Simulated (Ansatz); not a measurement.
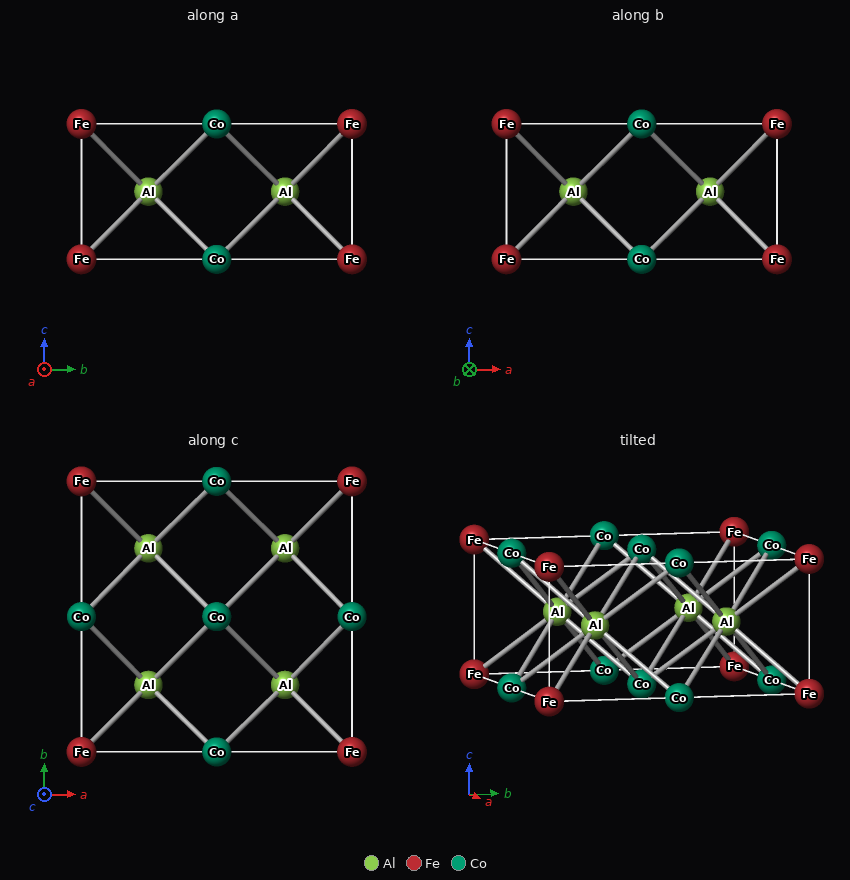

This ball-and-stick model is shown along the a axis, along the b axis, along the c axis and slightly off an axis. One conventional unit cell is outlined, and atoms on its boundary appear in each equivalent place.

Lattice parameters: a = 5.7085 Å, b = 5.7085 Å, c = 2.8575 Å, α = 90.000°, β = 90.000°, γ = 90.000°.

Set out the cell and atoms as a CIF with its space group and independent sites, with free fractional coordinates to two decimals.

Answer.
```cif
data_structure
_symmetry_space_group_name_H-M 'P 4/m m m'
_symmetry_Int_Tables_number 123
_cell_length_a 5.7085
_cell_length_b 5.7085
_cell_length_c 2.8575
_cell_angle_alpha 90.000
_cell_angle_beta 90.000
_cell_angle_gamma 90.000
_cell_volume 93.12
loop_
_atom_site_label
_atom_site_type_symbol
_atom_site_symmetry_multiplicity
_atom_site_Wyckoff_symbol
_atom_site_fract_x
_atom_site_fract_y
_atom_site_fract_z
_atom_site_occupancy
Al1 Al 4 k 0.25 0.25 0.50 1
Fe1 Fe 1 a 0.00 0.00 0.00 1
Co1 Co 2 f 0.00 0.50 0.00 1
Co2 Co 1 c 0.50 0.50 0.00 1
```

It goes back to a structure type filled with these elements by a generator (whether the compound takes this form wasn't checked). Earlier steps of the study may have refined or changed the cell and positions. It was the input of a calculation with Ansatz.
